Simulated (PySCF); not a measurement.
# [ZrF3]+: singlet, from a T-shaped start

The task is one start of a wider search on [ZrF3]+: the singlet, from a T-shaped start. It is relaxed, tested by its Hessian and followed downhill if it is a saddle.

Program: PySCF 2.14.0. Level of theory: PBE0, basis Zr def2-TZVP with ECP28, F def2-TZVP, scalar-relativistic core potentials, no spin–orbit coupling, density fitting. These are calculated values, not measurements.

**1. The starting structure**

4 atoms, charge 1, spin multiplicity 1.

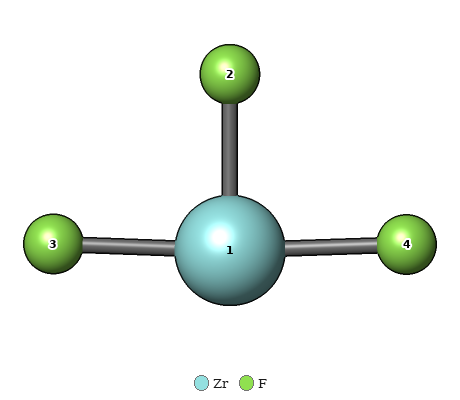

As it starts; zirconium light teal, fluorine green; atoms are numbered from 1 in the order of the file.

Coordinates in bohr (charge 1 multiplicity 1):
```
Zr    0.0000    0.0000    0.0000
F     0.0000    0.0000    4.0372
F     4.0348    0.0000    0.1410
F    -4.0348    0.0000    0.1410
```

**2. The SCF at the typed geometry**

One driver script runs all steps and calls PySCF; scf.py shows how it sets up the SCF of each step. The optimiser is the driver's own. After this first run the driver tries any further starts and a stability analysis.

File scf.py:

```python
from pyscf import gto, scf, dft
mol = gto.M(atom='''
Zr     0.000000     0.000000     0.000000
F      0.000000     0.000000     2.136400
F      2.135100     0.000000     0.074600
F     -2.135100     0.000000     0.074600''',
    basis={'Zr': 'def2-TZVP', 'F': 'def2-TZVP'},
    ecp={'Zr': 'def2-TZVP'},
    charge=1, spin=0)
mf = dft.RKS(mol, xc='PBE0')
mf.grids.atom_grid = (50, 194)
aux = {'Zr': 'def2-universal-JKFIT', 'F': 'def2-universal-JKFIT'}
mf = mf.density_fit(auxbasis=aux)
mf.conv_tol = 1e-08
mf.diis_space = 10
mf.max_cycle = 60
mf.init_guess = 'minao'
mf.verbose = 4
mf.kernel()
```

Launch:

```console
OMP_NUM_THREADS=4 python axn.py task.json out
```

The log of the run:

```text
init E= -340.723214304399
  HOMO = -0.669688559889458  LUMO = -0.438947234881758  gap/eV = 6.27879
cycle= 1 E= -346.019976484266  delta_E= -5.3  |g|= 0.952  |ddm|= 4.28
  HOMO = -0.479344291048898  LUMO = -0.439145759859225  gap/eV = 1.09386
cycle= 2 E= -336.348306310661  delta_E= 9.67  |g|= 6.77  |ddm|= 3.56
  HOMO = -0.536204206999504  LUMO = -0.397160349627324  gap/eV = 3.78358
cycle= 3 E= -346.096350716228  delta_E= -9.75  |g|= 0.801  |ddm|= 3.34
  HOMO = -0.547822566730161  LUMO = -0.427341759786645  gap/eV = 3.27845
cycle= 4 E= -346.099824363064  delta_E= -0.00347  |g|= 0.747  |ddm|= 0.618
  HOMO = -0.603793591411991  LUMO = -0.436667372269151  gap/eV = 4.54774
cycle= 5 E= -346.192255951701  delta_E= -0.0924  |g|= 0.171  |ddm|= 0.286
  HOMO = -0.608152277425956  LUMO = -0.422987445837852  gap/eV = 5.03859
cycle= 6 E= -346.197989880831  delta_E= -0.00573  |g|= 0.0541  |ddm|= 0.0817
  HOMO = -0.613916795834053  LUMO = -0.425094019016162  gap/eV = 5.13813
cycle= 7 E= -346.19853568927  delta_E= -0.000546  |g|= 0.0047  |ddm|= 0.0304
  HOMO = -0.61364796048172  LUMO = -0.424988412047344  gap/eV = 5.13369
cycle= 8 E= -346.198538988061  delta_E= -3.3e-06  |g|= 0.00157  |ddm|= 0.00197
  HOMO = -0.613576636336049  LUMO = -0.425038000277423  gap/eV = 5.13040
cycle= 9 E= -346.198539434579  delta_E= -4.47e-07  |g|= 0.000214  |ddm|= 0.000696
  HOMO = -0.613560316679447  LUMO = -0.425038976889491  gap/eV = 5.12993
cycle= 10 E= -346.198539445546  delta_E= -1.1e-08  |g|= 3.83e-05  |ddm|= 0.000151
  HOMO = -0.613558855758948  LUMO = -0.425043390076962  gap/eV = 5.12977
cycle= 11 E= -346.198539446089  delta_E= -5.43e-10  |g|= 5.98e-06  |ddm|= 4.27e-05
  HOMO = -0.613559774536391  LUMO = -0.425043469855073  gap/eV = 5.12979
Extra cycle  E= -346.198539446087  delta_E= 2.44e-12  |g|= 1.36e-05  |ddm|= 1.4e-05
converged SCF energy = -346.198539446087
```

This step, with its further starts and checks, needed 7.6 s of wall time on 4 threads of Arm Neoverse V2, shared host.

Energies from each starting density:

| start | energy (Eh) |
| --- | --- |
| the minimal-basis guess | -346.198539 |
| a thermally smeared density | -346.198539 |
| a smeared PBE density | -346.198539 |

No lower closed-shell solution turned up from the other starts or in the test of internal stability.

**3. T-shaped start, singlet: relaxation**

The program finds C2v symmetry in the start, which this walk keeps.

Changes to scf.py since step 2:

```diff
@@ -3,4 +3,4 @@
-Zr     0.000000     0.000000     0.000000
-F      0.000000     0.000000     2.136400
-F      2.135100     0.000000     0.074600
-F     -2.135100     0.000000     0.074600''',
+Zr     0.000000     0.000000    -0.295594
+F      0.000000     0.000000     1.840806
+F      2.135100     0.000000    -0.220994
+F     -2.135100     0.000000    -0.220994''',
@@ -17 +16,0 @@
-mf.init_guess = 'minao'
```

The optimiser's trace:

| step | energy (Eh) | change (kJ/mol) | largest symmetric gradient (Eh/bohr) |
| --- | --- | --- | --- |
| 0 | -346.198539 | 0.00 | 0.14132 |
| 1 | -346.292684 | -247.18 | 0.08058 |
| 2 | -346.306600 | -283.71 | 0.12302 |
| 3 | -346.324853 | -331.64 | 0.03290 |
| 4 | -346.333110 | -353.31 | 0.03337 |
| 5 | -346.340222 | -371.99 | 0.02761 |
| 6 | -346.343490 | -380.57 | 0.02315 |
| 7 | -346.344709 | -383.77 | 0.00344 |
| 8 | -346.344755 | -383.89 | 0.00069 |
| 9 | -346.344758 | -383.90 | 0.00005 |

The walk took 15 s.

Geometry (Å) and forces (eV/Å) at some steps:

```
step 0
Zr   0.000   0.000  -0.296   0.000   0.000   7.267
F    0.000   0.000   1.841   0.000   0.000  -5.718
F    2.135   0.000  -0.221  -5.035   0.000  -0.775
F   -2.135   0.000  -0.221   5.035   0.000  -0.775
step 1
Zr   0.000   0.000  -0.163   0.000   0.000   4.144
F    0.000   0.000   1.745   0.000   0.000  -2.980
F    1.979   0.000  -0.239  -2.883   0.000  -0.582
F   -1.979   0.000  -0.239   2.883   0.000  -0.582
step 5
Zr   0.000   0.000   0.200   0.000   0.000  -0.412
F    0.000   0.000   2.040   0.000   0.000  -0.327
F    1.736   0.000  -0.568  -1.420   0.000   0.369
F   -1.736   0.000  -0.568   1.420   0.000   0.369
step 9
Zr   0.000   0.000   0.271   0.000   0.000  -0.002
F    0.000   0.000   2.116   0.000   0.000   0.001
F    1.605   0.000  -0.642  -0.001   0.000   0.001
F   -1.605   0.000  -0.642   0.001   0.000   0.001
```

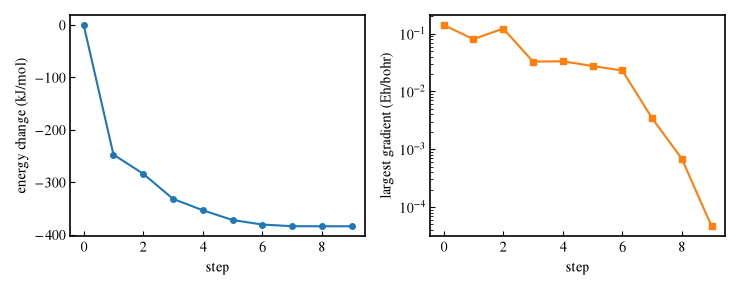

How energy and gradient fall.

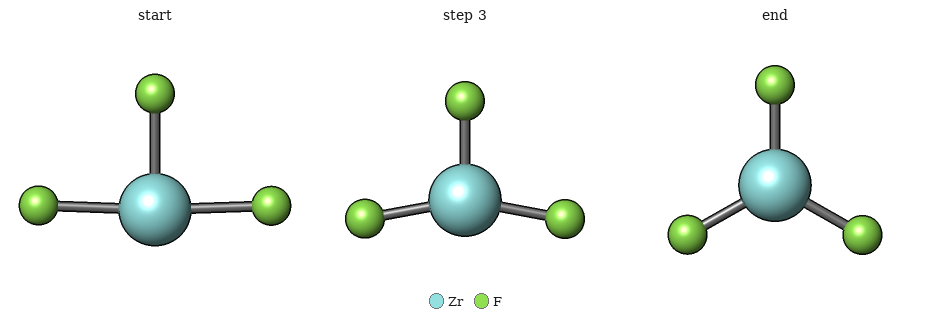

The geometry along the walk, at one scale.

End point (D3h, 9 steps, 383.9 kJ/mol gained): Zr–F 1.846 Å (×3); F–Zr–F 119.6° (×2), F–Zr–F 120.7°.

**4. Hessian and properties**

On the finer grid the gradient is checked again; gradients at displacements of ±0.02 bohr then give force constants and infrared intensities.

Changes to scf.py since step 3:

```diff
@@ -3,4 +3,4 @@
-Zr     0.000000     0.000000    -0.295594
-F      0.000000     0.000000     1.840806
-F      2.135100     0.000000    -0.220994
-F     -2.135100     0.000000    -0.220994''',
+Zr    -0.000000     0.000000    -0.000000
+F      0.000000     0.000000     1.846099
+F      1.598769     0.000000    -0.923050
+F     -1.598769     0.000000    -0.923050''',
@@ -11 +11 @@
-mf.grids.atom_grid = (50, 194)
+mf.grids.atom_grid = (75, 302)
@@ -14 +14 @@
-mf.conv_tol = 1e-08
+mf.conv_tol = 1e-10
```

This SCF starts from the last density.

SCF at the final geometry:

```text
init E= -346.345065796452
  HOMO = -0.669025186727124  LUMO = -0.370153843707197  gap/eV = 8.13270
cycle= 1 E= -346.345065796274  delta_E= 1.78e-10  |g|= 3.8e-05  |ddm|= 2.38e-05
  HOMO = -0.66903178122148  LUMO = -0.370149536650924  gap/eV = 8.13300
cycle= 2 E= -346.345065795499  delta_E= 7.75e-10  |g|= 7.92e-05  |ddm|= 4.96e-05
  HOMO = -0.669027319917497  LUMO = -0.370152454829352  gap/eV = 8.13280
cycle= 3 E= -346.345065796506  delta_E= -1.01e-09  |g|= 2.65e-07  |ddm|= 3.35e-05
  HOMO = -0.669027324731907  LUMO = -0.370152451669419  gap/eV = 8.13280
cycle= 4 E= -346.345065796506  delta_E= 1.71e-13  |g|= 6.01e-09  |ddm|= 1.08e-07
  HOMO = -0.669027324314103  LUMO = -0.370152450008224  gap/eV = 8.13280
Extra cycle  E= -346.345065796506  delta_E= -7.96e-13  |g|= 8.58e-09  |ddm|= 1.05e-08
converged SCF energy = -346.345065796506
```

The whole step took 16 s.

Geometry: D3h; Zr–F 1.846 Å (×3); F–Zr–F 120.0° (×3).

Harmonic modes (main isotopes):

```json
{"symmetry": "a2''", "ω (cm⁻¹)": "111i", "IR (km/mol)": "85.4", "μ (u)": "27.38", "type": "bend"}
{"symmetry": "e'", "ω (cm⁻¹)": "176", "IR (km/mol)": "24.0", "μ (u)": "21.09", "type": "bend"}
{"symmetry": "a1'", "ω (cm⁻¹)": "734", "IR (km/mol)": "0.0", "μ (u)": "19.00", "type": "stretch"}
{"symmetry": "e'", "ω (cm⁻¹)": "776", "IR (km/mol)": "487", "μ (u)": "23.95", "type": "stretch"}
```

With 1 mode imaginary (up to 111i cm⁻¹) this point is a saddle.

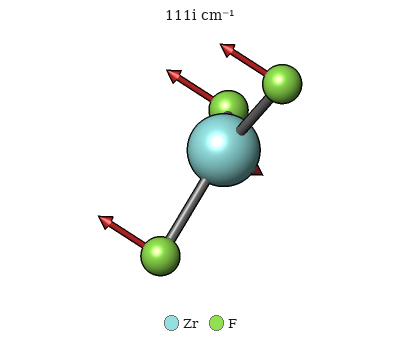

The imaginary mode, as arrows.

Properties at this point:

```
Dipole moment about the centre of mass                          : 0.00 D
Highest occupied level                                          : -18.21 eV
Lowest empty level                                              : -10.07 eV
Rotational constants                                            : 0.1736, 0.1736, 0.08679 cm⁻¹
Zero-point energy (real modes)                                  : 15.8 kJ/mol
Principal polarisabilities                                      : 14.7, 29.9, 29.9 bohr³
Principal traceless quadrupole moments about the centre of mass : -5.02, -5.02, 10.04 D Å
```

Charges (e) and bond orders:

| atom | Mulliken | Löwdin | polar tensor | Mayer order to Zr1 |
| --- | --- | --- | --- | --- |
| Zr1 | 2.00 | 1.42 | 3.06 | – |
| F2,3,4 | -0.33 | -0.14 | -0.69 | 1.09 |

Outer orbital energies (eV). occupied: -19.96, -19.70, -19.21, -19.21, -18.54, -18.51, -18.21, -18.21; empty: -10.07, -8.88, -8.88, -6.07.

Mulliken populations on Zr1 (outside its core potential): s 2.08, p 6.16, d 1.59, f 0.16.

**5. Downhill along the imaginary mode**

The atoms are moved a little along the softest imaginary mode and relaxed again.

The program finds C3v symmetry in the start, which this walk keeps. The walk stops when the largest gradient is under 0.0003 Eh/bohr and the energy has settled too.

Changes to scf.py since step 4:

```diff
@@ -3,4 +3,4 @@
-Zr    -0.000000     0.000000    -0.000000
-F      0.000000     0.000000     1.846099
-F      1.598769     0.000000    -0.923050
-F     -1.598769     0.000000    -0.923050''',
+Zr     0.000000    -0.158488    -0.000000
+F      0.000000     0.250000     1.846099
+F      1.598769     0.250000    -0.923050
+F     -1.598769     0.250000    -0.923050''',
@@ -11 +11 @@
-mf.grids.atom_grid = (75, 302)
+mf.grids.atom_grid = (50, 194)
@@ -14 +14 @@
-mf.conv_tol = 1e-10
+mf.conv_tol = 1e-08
```

The optimiser's trace:

| step | energy (Eh) | change (kJ/mol) | largest symmetric gradient (Eh/bohr) |
| --- | --- | --- | --- |
| 0 | -346.343883 | 0.00 | 0.03218 |
| 1 | -346.348961 | -13.33 | 0.00550 |
| 2 | -346.349531 | -14.83 | 0.00277 |
| 3 | -346.350006 | -16.08 | 0.00472 |
| 4 | -346.350148 | -16.45 | 0.00345 |
| 5 | -346.350182 | -16.54 | 0.00145 |
| 6 | -346.350189 | -16.56 | 0.00001 |

The walk took 12 s.

Geometry (Å) and forces (eV/Å) at some steps:

```
step 0
Zr   0.000  -0.158   0.000   0.000   0.954   0.040
F    0.000   0.250   1.846   0.000  -0.291  -1.663
F    1.599   0.250  -0.923  -1.438  -0.332   0.811
F   -1.599   0.250  -0.923   1.438  -0.332   0.811
step 1
Zr   0.000  -0.167   0.000   0.000  -0.283   0.049
F    0.000   0.253   1.790   0.000   0.132   0.037
F    1.550   0.253  -0.895   0.039   0.075  -0.043
F   -1.550   0.253  -0.895  -0.039   0.075  -0.043
step 3
Zr   0.000  -0.287   0.000   0.000   0.158   0.007
F    0.000   0.293   1.749   0.000  -0.046  -0.256
F    1.515   0.293  -0.875  -0.201  -0.056   0.124
F   -1.515   0.293  -0.875   0.201  -0.056   0.124
step 6
Zr   0.000  -0.317   0.000   0.000   0.001  -0.016
F    0.000   0.303   1.727   0.000  -0.016  -0.002
F    1.496   0.303  -0.863   0.005   0.008   0.009
F   -1.496   0.303  -0.863  -0.005   0.008   0.009
```

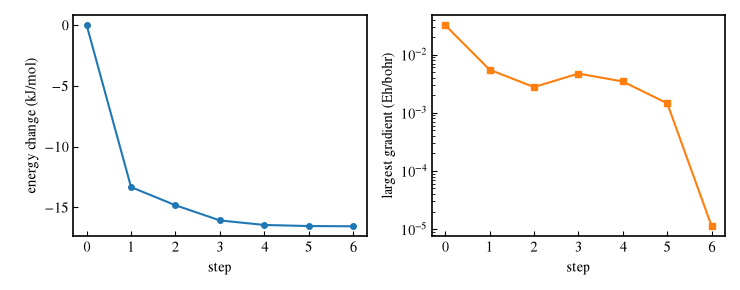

How energy and gradient fall.

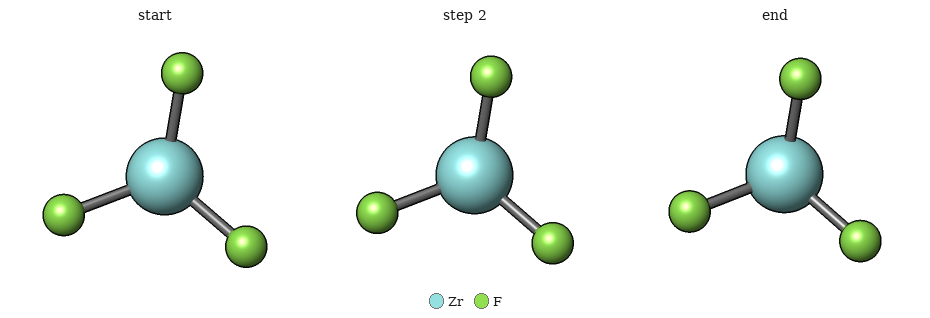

Start and end of the relaxation, with a step between.

It settles in C3v symmetry, 16.6 kJ/mol below the start, after 6 steps: Zr–F 1.835 Å (×3); F–Zr–F 109.2° (×3).

**6. Frequencies**

The same treatment as at the point before.

Changes to scf.py since step 5:

```diff
@@ -3,4 +3,4 @@
-Zr     0.000000    -0.158488    -0.000000
-F      0.000000     0.250000     1.846099
-F      1.598769     0.250000    -0.923050
-F     -1.598769     0.250000    -0.923050''',
+Zr     0.000000    -0.221287    -0.000000
+F      0.000000     0.373128     1.736597
+F      1.503937     0.373128    -0.868299
+F     -1.503937     0.373128    -0.868299''',
@@ -11 +11 @@
-mf.grids.atom_grid = (50, 194)
+mf.grids.atom_grid = (75, 302)
@@ -14 +14 @@
-mf.conv_tol = 1e-08
+mf.conv_tol = 1e-10
```

Log of the central SCF (cycles and frontier levels):

```text
init E= -346.350195153496
  HOMO = -0.670434031780261  LUMO = -0.354168270435007  gap/eV = 8.60603
cycle= 1 E= -346.350195153496  delta_E= 9.09e-13  |g|= 1.53e-06  |ddm|= 1.21e-06
  HOMO = -0.670434224961911  LUMO = -0.354168052101034  gap/eV = 8.60604
Extra cycle  E= -346.350195153494  delta_E= 1.25e-12  |g|= 3.24e-06  |ddm|= 2.2e-06
converged SCF energy = -346.350195153494
```

The whole step needed 24 s of wall time on 4 threads of Arm Neoverse V2, shared host.

Geometry: C3v; Zr–F 1.836 Å (×3); F–Zr–F 110.0° (×3).

Modes, for the most abundant isotopes:

| symmetry | ω (cm⁻¹) | IR (km/mol) | μ (u) |
| --- | --- | --- | --- |
| a1 | 134 | 51.9 | 25.31 |
| e | 181 | 20.4 | 20.72 |
| a1 | 767 | 25.5 | 20.14 |
| e | 771 | 432 | 23.30 |

All wavenumbers are real: a minimum.

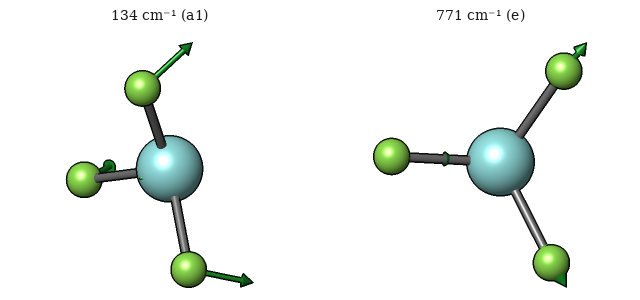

How the atoms move in 2 of the modes.

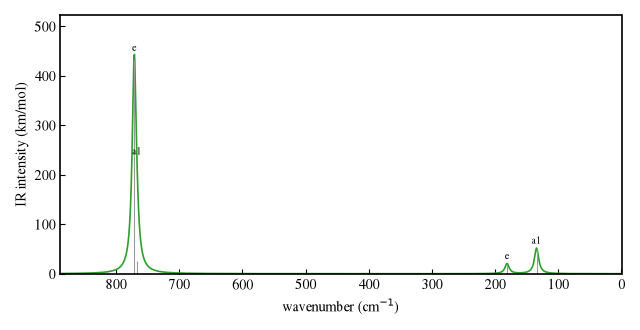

The harmonic infrared spectrum (widths in cm⁻¹). Lines are broadened to a width of 8 cm⁻¹ (Lorentzian).

Constants and moments:

* Dipole moment about the centre of mass: 4.74 D
* Highest occupied level: -18.24 eV
* Lowest empty level: -9.64 eV
* Rotational constants: 0.1715, 0.1715, 0.09808 cm⁻¹
* Zero-point energy: 16.8 kJ/mol
* Principal polarisabilities: 16.5, 29.0, 29.0 bohr³
* Principal traceless quadrupole moments about the centre of mass: -4.34, -4.34, 8.68 D Å
* Entropy at 298.15 K and 1 bar: 304.4 J/(mol K)
* Heat capacity Cp at 298.15 K: 65.7 J/(mol K)
* Enthalpy at 298.15 K above 0 K: 15.47 kJ/mol
* Rotational symmetry number: 3

Charges (e) and bond orders:

```json
{"atom": "Zr1", "Mulliken": "1.96", "Löwdin": "1.37", "polar tensor": "2.95", "Mayer order to Zr1": "–"}
{"atom": "F2,3,4", "Mulliken": "-0.32", "Löwdin": "-0.12", "polar tensor": "-0.65", "Mayer order to Zr1": "1.11"}
```

Outer orbital energies (eV). occupied: -19.81, -19.43, -19.20, -19.20, -18.50, -18.31, -18.24, -18.24; empty: -9.64, -8.45, -8.45, -6.33.

Mulliken populations on Zr1 (outside its core potential): s 2.10, p 6.14, d 1.64, f 0.16.

**7. Would spin polarisation lower it?**

At the lowest minimum the closed shell is tested against spin polarisation, on the (50, 194) grid. It is stable.

**8. All stationary points**

| spin | group | bonds | imaginary modes (cm⁻¹) | ΔE (kJ/mol) | with zero-point energy |
| --- | --- | --- | --- | --- | --- |
| singlet | C3v | Zr–F 1.836 Å (×3) | none | 0.0 | 0.0 |
| singlet | D3h | Zr–F 1.846 Å (×3) | 111i | 13.5 | – |

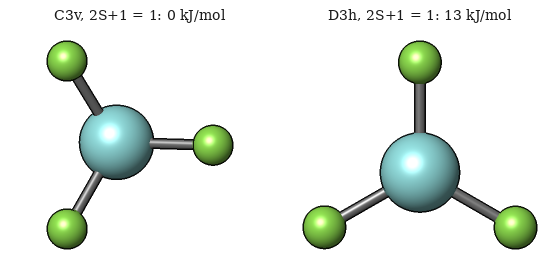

The points, lowest first (zirconium light teal, fluorine green).

**9. What came out**

| quantity | value |
| --- | --- |
| minimum | singlet, C3v |
| geometry | Zr–F 1.836 Å (×3); F–Zr–F 110.0° (×3) |
| wavenumbers (cm⁻¹) | 134 (a1), 181 (e), 767 (a1), 771 (e) |
| dipole moment (centre of mass) | 4.74 D |
| highest occupied, lowest empty level | -18.24, -9.64 eV |
| polar-tensor charge of Zr1 | +2.95 e |
| zero-point energy | 16.8 kJ/mol |
| entropy at 298.15 K | 304.4 J/(mol K) |

From C2v at the start the molecule goes to a C3v minimum, after a stop at a saddle point 13.5 kJ/mol higher, from which it was pushed off along an imaginary mode. The strongest infrared band lies at 771 cm⁻¹ (e, stretch). Only this shape and spin were tried, so other structures or states may lie lower.

The search up to here took 78 s.
